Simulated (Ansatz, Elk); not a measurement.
## Bonding as seen by X-rays: Nb2TlSe4

The structure of Nb2TlSe4 used here is made up (a known structure type with other elements) and was relaxed beforehand with PBE. The aim is the Fourier transform of its all-electron density, F(hkl), set beside the sum over free spherical atoms that refinements use.

Program: Elk 11.2.3 (patched build). Level of theory: DFT, PBE, all-electron APW+lo, Dirac cores, scalar-relativistic bands, static density, no spin. Results are calculated unless marked as measured.

The structure was built from a prototype and need not be the compound's stable phase.

### Step 1. Set-up

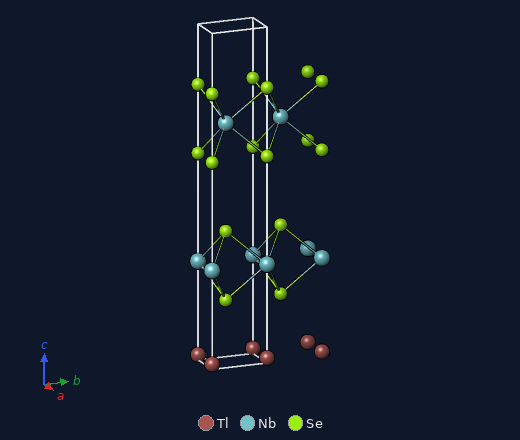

Start, viewed slightly off an axis; thallium brown, niobium teal, selenium green. 1×2×1 cells are drawn. Bonds to atoms that aren't drawn are left out. Some periodic images of atoms are drawn too.

### Step 2. Ground state and structure factors

An all-electron density is needed, since X-rays see the cores too. Task 0 finds the density and task 195 Fourier-transforms it; tshift is off so that phases refer to the origin typed.

The input, elk.in:

```
tasks
  0
  195

xctype
  20

spinpol
  .false.

rgkmax
  7.0

gmaxvr
  14.0

lmaxo
  7

lmaxapw
  8

swidth
  0.002

tshift
  .false.

ramdisk
  .false.

hmaxvr
  5.5

maxscl
  120

epspot
  1e-06

sppath
  './'

avec
  6.60696363449 0.00000000000 0.00000000000
  -3.30348181725 5.72179834935 0.00000000000
  0.00000000000 0.00000000000 30.70578353550

atoms
  3
  'Tl.in'
  1
  -0.0000000000 -0.0000000000 0.0153339691   0.000000 0.000000 0.000000
  'Nb.in'
  2
  0.6666666667 0.3333333333 0.7173124499   0.000000 0.000000 0.000000
  -0.0000000000 -0.0000000000 0.2938257213   0.000000 0.000000 0.000000
  'Se.in'
  4
  -0.0000000000 -0.0000000000 0.8199971293   0.000000 0.000000 0.000000
  0.6666666667 0.3333333333 0.1906701125   0.000000 0.000000 0.000000
  0.6666666667 0.3333333333 0.3957120153   0.000000 0.000000 0.000000
  -0.0000000000 -0.0000000000 0.6156486026   0.000000 0.000000 0.000000

ngridk
  7 7 2
```

Started as:

```bash
$ OMP_NUM_THREADS=4 elk
```

Numbers of over 12 decimals in the logs are rounded to 6 here.

The program printed:

```text
┌─────────────────────────┐
│ Elk code version 11.2.3 │
└─────────────────────────┘

All units are atomic (Hartree, Bohr, etc.)

┌─────────────────────────────────────────────────┐
│ Ground-state run starting from atomic densities │
└─────────────────────────────────────────────────┘

Lattice vectors :
   6.606963634       0.000000000       0.000000000
  -3.303481817       5.721798349       0.000000000
   0.000000000       0.000000000       30.70578354

Reciprocal lattice vectors :
  0.9509943833      0.5490568632      -0.000000000
   0.000000000       1.098113726       0.000000000
   0.000000000      -0.000000000      0.2046254674

Unit cell volume      :    1160.792647
Brillouin zone volume :   0.2136903727

Muffin-tin inner radius fraction :   0.1000000000E-01

Nuclei treated as point charges

Species : 1 (Tl)
 parameters loaded from : Tl.in
 name : thallium
 nuclear charge    :   -81.00000000
 electronic charge :    81.00000000
 atomic mass :    372567.9643
 muffin-tin radius :    2.800000000
 number of radial points in muffin-tin :   1393
 inner part over the whole radius :   0.9893942913E-02
 number on inner part of muffin-tin    :   1000
 approximate nuclear radius :   0.1043008296E-03
 number of mesh points to nuclear radius :    525
 atomic positions (lattice), magnetic fields (Cartesian) :
  1 :   0.00000000  0.00000000  0.01533397    0.00000000  0.00000000  0.00000000

Species : 2 (Nb)
 parameters loaded from : Nb.in
 name : niobium
 nuclear charge    :   -41.00000000
 electronic charge :    41.00000000
 atomic mass :    169357.9704
 muffin-tin radius :    2.537102514
 number of radial points in muffin-tin :   1193
 inner part over the whole radius :   0.9870343211E-02
 number on inner part of muffin-tin    :    847
 approximate nuclear radius :   0.8268951942E-04
 number of mesh points to nuclear radius :    419
 atomic positions (lattice), magnetic fields (Cartesian) :
  1 :   0.66666667  0.33333333  0.71731245    0.00000000  0.00000000  0.00000000
  2 :   0.00000000  0.00000000  0.29382572    0.00000000  0.00000000  0.00000000

Species : 3 (Se)
 parameters loaded from : Se.in
 name : selenium
 nuclear charge    :   -34.00000000
 electronic charge :    34.00000000
 atomic mass :    143935.2749
 muffin-tin radius :    2.341940782
 number of radial points in muffin-tin :    993
 inner part over the whole radius :   0.9889728493E-02
 number on inner part of muffin-tin    :    702
 approximate nuclear radius :   0.7785908700E-04
 number of mesh points to nuclear radius :    343
 atomic positions (lattice), magnetic fields (Cartesian) :
  1 :   0.00000000  0.00000000  0.81999713    0.00000000  0.00000000  0.00000000
  2 :   0.66666667  0.33333333  0.19067011    0.00000000  0.00000000  0.00000000
  3 :   0.66666667  0.33333333  0.39571202    0.00000000  0.00000000  0.00000000
  4 :   0.00000000  0.00000000  0.61564860    0.00000000  0.00000000  0.00000000

Total number of atoms per unit cell :    7
Total muffin-tin volume :    443.9838665
 ratio of muffin-tin to unit cell volume :   0.3824833553

Spin treatment :
 spin-unpolarised

Number of Bravais lattice symmetries :   24
Number of crystal symmetries         :    6
Crystal has no inversion symmetry
Complex Hermitian eigensolver will be used

k-point grid :      7     7     2
k-point offset :    0.000000000       0.000000000       0.000000000
k-point set is reduced with full crystal symmetry group
Total number of k-points :       24

Muffin-tin radius times maximum |G+k| :    7.000000000
 using average radius
Maximum |G+k| for APW functions       :    2.841902940
Maximum (1/2)|G+k|²                   :    4.038206161
Maximum |G| for potential and density :    14.00000000
Constant for pseudocharge density :   10
 order of it for each species :   17  17  17
 order of it for pair densities of each species (exact exchange by exxq0 0: 18) :   13  10   8
Radial integration step length :    1

G-vector grid sizes :     30    30   140
Number of G-vectors :    53867

[...]
xc potential                :     -1265.2105600953
 exchange                    :     -956.07404707088
 correlation                 :     -15.922344363533
 electron entropic           :    -0.62921722329345E-03
 total energy                :     -37653.254529573

Density of states at Fermi energy :    41.30770725
 (states/Hartree/unit cell)

Estimated indirect band gap :   0.7022721110E-02
 from k-point 8 to k-point 13
Estimated direct band gap   :   0.2421097285E-01
 at k-point 10

Charges :
 core                        :    190.0000000
 valence                     :    109.0000000
 interstitial                :    12.25803003
 muffin-tins (core leakage)
  species : 1 (Tl)
[...]
species : 2 (Nb)
[...]
species : 3 (Se)
[...]
total in muffin-tins        :    286.7419700
 total calculated charge     :    298.9978078
 total charge                :    299.0000000
 error                       :   0.2192230491E-02

RMS change in Kohn-Sham potential (target) :   0.2797392298     (  0.1000000000E-05)
Absolute change in total energy (target)   :   0.6021142739     (  0.1000000000E-03)

[... loops 3 to 28 left out ...]

┌──────────────────┐
│ Loop number : 29 │
└──────────────────┘

Energies :
 Fermi                       :     0.204955
 sum of occupied eigenvalues :     -22697.403524941
 electron kinetic            :      41376.653452925
 core electron kinetic       :      40149.655826271
 Coulomb                     :     -78054.948628247
 Coulomb potential           :     -62805.339245424
 nuclear-nuclear             :     -3119.9689036769
 electron-nuclear            :     -87129.191536572
 Hartree                     :      12194.211812002
 Madelung                    :     -46652.279005535
 xc potential                :     -1268.7177324428
 exchange                    :     -956.42238440940
 correlation                 :     -15.927063204629
 electron entropic           :    -0.17905350276600E-02
 total energy                :     -37650.646413471

Density of states at Fermi energy :    135.1138975
 (states/Hartree/unit cell)

Estimated indirect band gap :   0.2592571218E-02
 from k-point 8 to k-point 22
Estimated direct band gap   :   0.2097603196E-01
 at k-point 22

Charges :
 core                        :    190.0000000
 valence                     :    109.0000000
 interstitial                :    11.98950822
 muffin-tins (core leakage)
  species : 1 (Tl)
[...]
species : 2 (Nb)
[...]
species : 3 (Se)
[...]
total in muffin-tins        :    287.0104918
 total calculated charge     :    298.9976819
 total charge                :    299.0000000
 error                       :   0.2318050655E-02

RMS change in Kohn-Sham potential (target) :   0.6925218002E-06 (  0.1000000000E-05)
Absolute change in total energy (target)   :   0.1082271774E-04 (  0.1000000000E-03)

Convergence targets achieved

┌──────────────────┐
│ Loop number : 30 │
└──────────────────┘

Energies :
 Fermi                       :     0.204955
 sum of occupied eigenvalues :     -22697.403519931
 electron kinetic            :      41376.653453589
 core electron kinetic       :      40149.655828488
 Coulomb                     :     -78054.948623081
 Coulomb potential           :     -62805.339259496
 nuclear-nuclear             :     -3119.9689036769
 electron-nuclear            :     -87129.191510732
 Hartree                     :      12194.211791328
 Madelung                    :     -46652.278993334
 xc potential                :     -1268.7177140239
 exchange                    :     -956.42238368816
 correlation                 :     -15.927063168946
 electron entropic           :    -0.17905362882146E-02
 total energy                :     -37650.646406886

Density of states at Fermi energy :    135.1139873
 (states/Hartree/unit cell)

Estimated indirect band gap :   0.2592594839E-02
 from k-point 8 to k-point 22
Estimated direct band gap   :   0.2097609734E-01
 at k-point 22

Charges :
 core                        :    190.0000000
 valence                     :    109.0000000
 interstitial                :    11.98950901
 muffin-tins (core leakage)
  species : 1 (Tl)
[...]
species : 2 (Nb)
[...]
species : 3 (Se)
[...]
atom 2                    :    32.39778206     (  0.8563724424E-04)
   atom 3                    :    32.36993971     (  0.8544161606E-04)
   atom 4                    :    32.37284070     (  0.8546912493E-04)
 total in muffin-tins        :    287.0104910
 total calculated charge     :    298.9976819
 total charge                :    299.0000000
 error                       :   0.2318050393E-02

┌──────────────────────────────┐
│ Self-consistent loop stopped │
└──────────────────────────────┘

Wrote STATE.OUT
```

Run time: 2.4 min. Hardware: 4 threads of Arm Neoverse V2, shared host; peak memory 0.41 GiB; 7.7 min of CPU time.

SFACRHO.OUT:

```text

h k l indices transformed by vhmat matrix:
   1.000000000       0.000000000       0.000000000    
   0.000000000       1.000000000       0.000000000    
   0.000000000       0.000000000       1.000000000    

      h      k      l  multipl.   |H|            Re(F)            Im(F)           |F|

      0      0      0      1   0.0000000       299.00000     -0.11329859E-15   299.00000    
      0      0     -1      1  0.20462547       35.483216      -6.1054747       36.004659    
      0      0      1      1  0.20462547       35.483216       6.1054747       36.004659    
      0      0     -2      1  0.40925093      -25.179064      -8.1061992       26.451763    
      0      0      2      1  0.40925093      -25.179064       8.1061992       26.451763    
      0      0      3      1  0.61387640       94.930644       24.570513       98.058846    
      0      0     -3      1  0.61387640       94.930644      -24.570513       98.058846    
      0      0     -4      1  0.81850187       51.127443      -25.494055       57.131098    
      0      0      4      1  0.81850187       51.127443       25.494055       57.131098    
      0      0     -5      1   1.0231273       106.84565      -40.969667       114.43123    
      0      0      5      1   1.0231273       106.84565       40.969667       114.43123    
      1     -1      0      3   1.0981137       117.18174       78.940321       141.29095    
     -1      1      0      3   1.0981137       117.18174      -78.940321       141.29095    
     -1      1      1      3   1.1170163       71.633399       5.7726784       71.865622    
      0     -1     -1      3   1.1170163       52.878613       27.277747       59.499775    
      1     -1     -1      3   1.1170163       71.633399      -5.7726784       71.865622    
      1     -1      1      3   1.1170163       52.878613      -27.277747       59.499775    
      0     -1      2      3   1.1718959       52.891304       37.801869       65.011317
```

Elk indexes on the primitive cell of elk.in and gives |H| = 4π sin θ/λ in inverse bohr. Below, one row stands for each form hkl of the conventional cell (m members, Friedel mates merged), F is for one primitive cell and the density is static (no thermal factor). Free-atom factors are Waasmaier and Kirfel's, and R is Σm||F|−|F'||/Σm|F|.

| hkl | m | sin θ/λ (Å⁻¹) | abs F, DFT | neutral atoms | diff. | abs of complex diff. |
| --- | --- | --- | --- | --- | --- | --- |
| 001 | 2 | 0.031 | 36.005 | 36.068 | -0.064 | 0.064 |
| 002 | 2 | 0.061 | 26.452 | 26.303 | +0.149 | 0.162 |
| 003 | 2 | 0.092 | 98.059 | 98.219 | -0.161 | 0.164 |
| 004 | 2 | 0.123 | 57.131 | 57.476 | -0.345 | 0.370 |
| 005 | 2 | 0.154 | 114.432 | 113.717 | +0.715 | 0.726 |
| 100 | 6 | 0.165 | 141.291 | 141.251 | +0.040 | 0.102 |
| 101 | 6 | 0.168 | 71.866 | 71.648 | +0.218 | 0.620 |
| 011 | 6 | 0.168 | 59.500 | 59.575 | -0.076 | 0.688 |
| 102 | 6 | 0.176 | 65.011 | 65.080 | -0.069 | 0.125 |
| 012 | 6 | 0.176 | 58.228 | 58.360 | -0.132 | 0.293 |
| 006 | 2 | 0.185 | 73.837 | 73.642 | +0.195 | 0.204 |
| 013 | 6 | 0.189 | 54.636 | 54.691 | -0.056 | 0.056 |
| 103 | 6 | 0.189 | 119.686 | 120.121 | -0.434 | 0.480 |
| 014 | 6 | 0.206 | 155.717 | 156.293 | -0.576 | 0.593 |
| 104 | 6 | 0.206 | 117.873 | 118.003 | -0.130 | 0.130 |
| 007 | 2 | 0.215 | 105.172 | 106.016 | -0.844 | 0.882 |
| 015 | 6 | 0.226 | 129.511 | 129.507 | +0.004 | 0.045 |
| 105 | 6 | 0.226 | 68.015 | 68.169 | -0.154 | 0.345 |
| 008 | 2 | 0.246 | 39.347 | 39.158 | +0.189 | 0.289 |
| 016 | 6 | 0.248 | 75.600 | 75.946 | -0.346 | 0.389 |
| 106 | 6 | 0.248 | 142.841 | 143.248 | -0.407 | 0.432 |
| 017 | 6 | 0.271 | 85.049 | 85.165 | -0.117 | 0.119 |

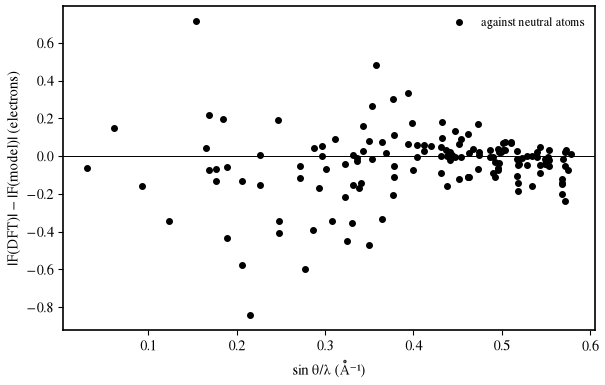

Difference between the calculated structure factors and the independent-atom ones.

### Step 3. The highest occupied states alone

An energy window below the Fermi level keeps the highest occupied states, to see at which angles they scatter; shallow core shells can lie inside it and anion s states outside. No new self-consistency is needed.

elk.in: that of step 2 with these lines changed.

```diff
@@ -1,3 +1,2 @@
 tasks
-  0
   195
@@ -40,2 +39,5 @@
 
+wsfac
+  -0.346280 0.504960
+
 sppath
```

Started as:

```bash
$ OMP_NUM_THREADS=4 elk
```

The program printed:

```text
┌─────────────────────────────────┐
│ Elk code version 11.2.3 started │
└─────────────────────────────────┘

Info(readinput): the functional depends on the density's gradient
 muffin-tin radial points multiplied by    2.00000
 (not where nrmtscf is given)

┌────────────────────┐
│ Current task : 195 │
└────────────────────┘
Info(checkmt): changed muffin-tin radius of species 2 (Nb) from   2.6000 to   2.5371
Info(checkmt): changed muffin-tin radius of species 3 (Se) from   2.4000 to   2.3419

Info(sfacrho): density structure factors written to SFACRHO.OUT

 Energy window :  -0.3462800000      0.5049600000

┌──────────────────┐
│ Elk code stopped │
└──────────────────┘
```

The job ended after 28 s (4 threads; peak memory 0.25 GiB; 33 s of CPU time).

States within 15 eV below the Fermi level hold 47.00 electrons; any levels below the window count with the cores. Their amplitudes can exceed the total, where window and core parts have opposite phase:

| hkl | sin θ/λ (Å⁻¹) | abs F, window | abs F, all |
| --- | --- | --- | --- |
| 001 | 0.031 | 6.022 | 36.005 |
| 002 | 0.061 | 1.716 | 26.452 |
| 003 | 0.092 | 10.453 | 98.059 |
| 004 | 0.123 | 4.819 | 57.131 |
| 005 | 0.154 | 13.747 | 114.432 |
| 100 | 0.165 | 10.835 | 141.291 |
| 101 | 0.168 | 8.179 | 71.866 |
| 011 | 0.168 | 5.657 | 59.500 |
| 102 | 0.176 | 5.797 | 65.011 |
| 012 | 0.176 | 5.345 | 58.228 |

(Part 1 of 2 ends here.)

[Logs are printed without paths, hosts, clocks, repeated set-up lines and the standing remarks that a program may print on its own settings, such as how far it seeks lower states.]

[Hosts, paths, dates, database ids (printed as entryN), source tags and the programs' standing remarks are cut or masked in the printed files.]
